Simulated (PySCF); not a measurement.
# NdH2I3O: one change and its effect

System: NdH2I3O (Nd(I)3(H2O)-), charge −1.
Method of run A: RKS revPBE, Nd lcecp-0-SVP with ECP50, I def2-SVP with ECP28, O def2-SVP, H def2-SVP; non-relativistic Hamiltonian with a scalar-relativistic core potential; density fitting (PySCF 2.14.0).

Text and figures count atoms from 1; the logs count them from 0 in places.

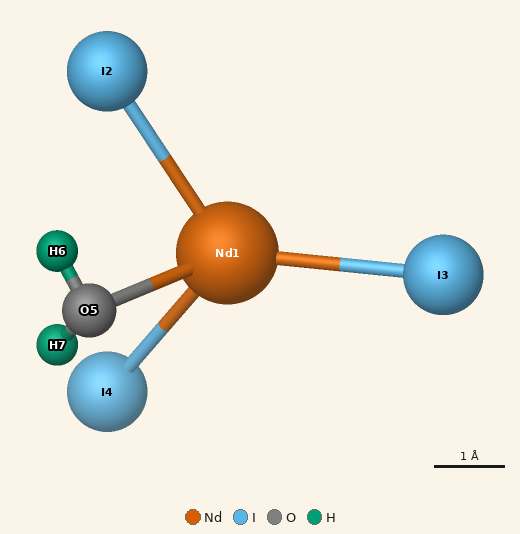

The structure (ball-and-stick view, seen at a tilt; atoms are numbered from 1 in the order of the input). Sticks mark near contacts. Bond lengths as drawn: H–O 0.98 Å, I–Nd 3.18 to 3.23 Å and Nd–O 2.62 Å.

**Input file, run A**
```python
mol = gto.M(atom='''
Nd    -0.73764     0.05732    -0.05732
I      0.46509     2.92274     0.82188
I     -2.43190    -1.84844     1.84844
I      0.46509    -0.82188    -2.92274
O     -1.63603     1.79760    -1.79760
H     -1.12851     2.56096    -1.46410
H     -1.12851     1.46410    -2.56096''',
    basis={'Nd': 'lcecp-0-SVP', 'I': 'def2-SVP', 'O': 'def2-SVP', 'H': 'def2-SVP'},
    ecp={'Nd': 'lcecp-0-SVP', 'I': 'def2-SVP'},
    charge=-1, spin=0)
mf = dft.RKS(mol, xc='PBE_R,PBE')
mf.grids.atom_grid = (75, 302)  # f atoms: at least (60, 302), unpruned
mf = mf.density_fit()  # Nd AutoAux, I def2-universal-JKFIT, O def2-universal-JKFIT, H def2-universal-JKFIT
mf.conv_tol = 1e-08; mf.max_cycle = 55
mf.kernel(dm0)
```

The script is an equivalent of the set-up of the self-consistent field. The run itself was carried out by a driver, which started from the orbitals of the step before it where there was one and computed the further properties.

Command:
```bash
OMP_NUM_THREADS=4 python <driver script>
```

Hardware: 4 threads of AMD EPYC (Zen 3), 189 GiB of memory available, shared host.

**Output (run A)**
```
init E= -997.733498459159
  HOMO = -0.0831797571961845  LUMO = 0.0568425468477542  gap/eV = 3.81020
cycle= 1 E= -997.735462068475  delta_E= -0.00196  |g|= 0.0364  |ddm|= 0.304
  HOMO = -0.0844312203747064  LUMO = 0.0614317962728315  gap/eV = 3.96913
cycle= 2 E= -997.734802216761  delta_E= 0.00066  |g|= 0.0582  |ddm|= 0.154
  HOMO = -0.0832496722169286  LUMO = 0.059133483016101  gap/eV = 3.87444
cycle= 3 E= -997.735904947407  delta_E= -0.0011  |g|= 0.00447  |ddm|= 0.0885
  HOMO = -0.0832927405439589  LUMO = 0.0588632351110157  gap/eV = 3.86826
cycle= 4 E= -997.735906943831  delta_E= -2e-06  |g|= 0.00286  |ddm|= 0.00848
  HOMO = -0.0833780477217221  LUMO = 0.0589324965230418  gap/eV = 3.87247
cycle= 5 E= -997.735909328963  delta_E= -2.39e-06  |g|= 0.000223  |ddm|= 0.00376
  HOMO = -0.0833864261300199  LUMO = 0.0589327207780954  gap/eV = 3.87270
cycle= 6 E= -997.735909344251  delta_E= -1.53e-08  |g|= 7.38e-05  |ddm|= 0.000462
  HOMO = -0.0833835548595114  LUMO = 0.0589384816299194  gap/eV = 3.87278
cycle= 7 E= -997.735909346061  delta_E= -1.81e-09  |g|= 7.07e-06  |ddm|= 0.000147
  HOMO = -0.0833816457188326  LUMO = 0.0589380011486682  gap/eV = 3.87271
Extra cycle  E= -997.735909346052  delta_E= 8.41e-12  |g|= 9.11e-06  |ddm|= 3.2e-05
converged SCF energy = -997.735909346052
```

The input of run B differs as follows (lines with − go, lines with + come):
```diff
-mf = dft.RKS(mol, xc='PBE_R,PBE')
+mf = dft.RKS(mol, xc='B88,P86')
```

Predict how the results change.

The total energies belong to different methods, so their difference says nothing on which is more stable or more accurate. The largest force goes from 0.772 to 0.840 eV/Å. The HOMO goes from −2.27 to −2.42 eV. The functional changes from PBE_R,PBE to B88,P86.

**Output (run B)**
```
init E= -998.068024938555
  HOMO = -0.0889027485464654  LUMO = 0.0554221120794551  gap/eV = 3.92728
cycle= 1 E= -998.070993059795  delta_E= -0.00297  |g|= 0.0387  |ddm|= 0.397
  HOMO = -0.089783767617518  LUMO = 0.0608880520988961  gap/eV = 4.09999
cycle= 2 E= -998.070181715778  delta_E= 0.000811  |g|= 0.0596  |ddm|= 0.177
  HOMO = -0.0885862844115283  LUMO = 0.0578047198639098  gap/eV = 3.98350
cycle= 3 E= -998.071537639659  delta_E= -0.00136  |g|= 0.00413  |ddm|= 0.107
  HOMO = -0.0888708698264982  LUMO = 0.0575257070483879  gap/eV = 3.98365
cycle= 4 E= -998.07154013538  delta_E= -2.5e-06  |g|= 0.00241  |ddm|= 0.00612
  HOMO = -0.0889093300826836  LUMO = 0.057573766943257  gap/eV = 3.98601
cycle= 5 E= -998.071541668537  delta_E= -1.53e-06  |g|= 0.000315  |ddm|= 0.00298
  HOMO = -0.0888981858165879  LUMO = 0.0575820271156395  gap/eV = 3.98593
cycle= 6 E= -998.071541695192  delta_E= -2.67e-08  |g|= 6.41e-05  |ddm|= 0.000555
  HOMO = -0.0889019131521981  LUMO = 0.0575841701530848  gap/eV = 3.98609
cycle= 7 E= -998.071541696486  delta_E= -1.29e-09  |g|= 1.46e-05  |ddm|= 0.000142
  HOMO = -0.0888991168975126  LUMO = 0.0575821256337079  gap/eV = 3.98596
Extra cycle  E= -998.071541696435  delta_E= 5.12e-11  |g|= 1.83e-05  |ddm|= 6.48e-05
converged SCF energy = -998.071541696435
```

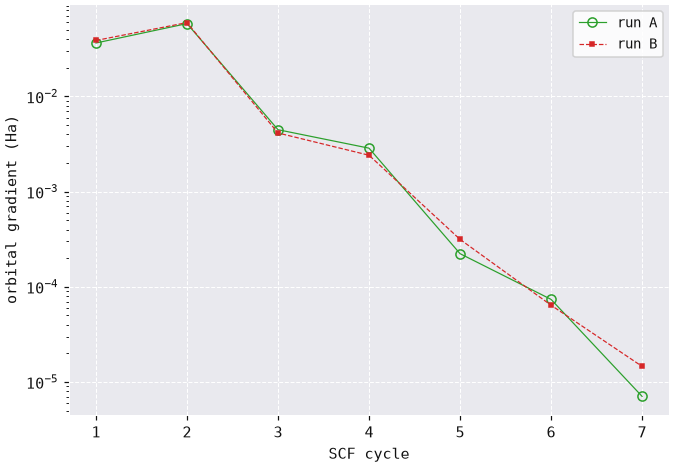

Convergence of the two runs: orbital gradient against the SCF cycle. Run A takes 7 cycles in all, and run B takes 7.

**The two runs side by side**

| quantity | run A | run B |
| --- | --- | --- |
| outcome | converged | converged |
| total energy (hartree) | −997.735909 | −998.071542 |
| HOMO (eV) | −2.27 | −2.42 |
| LUMO (eV) | 1.60 | 1.57 |
| largest force (eV/Å) | 0.772 | 0.840 |
| basis functions | 133 | 133 |
| wall time (shared host) | 16 s | 14 s |
